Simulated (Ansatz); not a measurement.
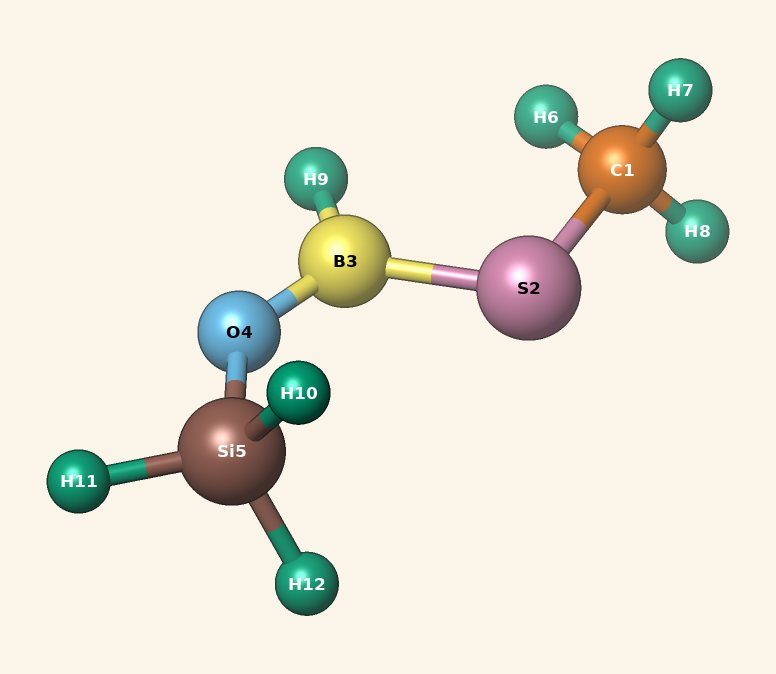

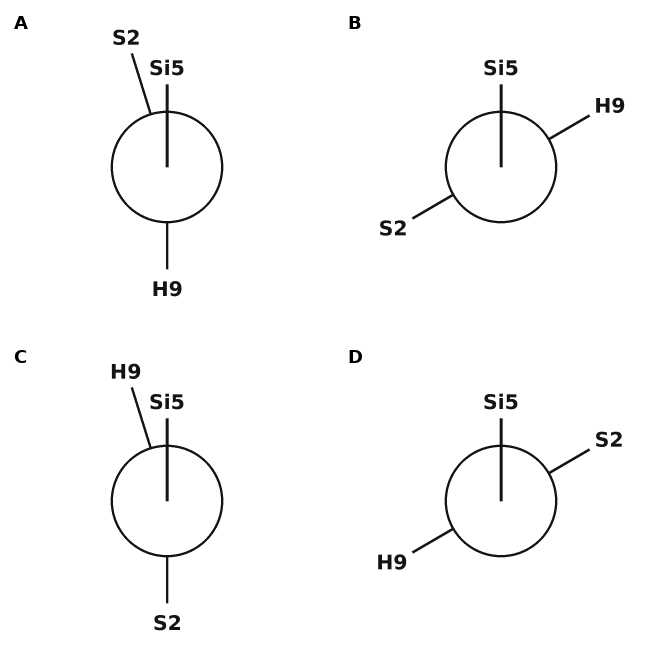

Depth is shown by fading: the farther an atom, the more it takes the colour of the background. Bonds that would overlap in a projection are set slightly apart. Computed geometry: PBE0-D4/def2-TZVP optimisation.

Q: Which Newman projection shows the view along O4–B3, with O4 in front?

A: A. The torsion angle Si5–O4–B3–S2 is 0°, synperiplanar (eclipsed).
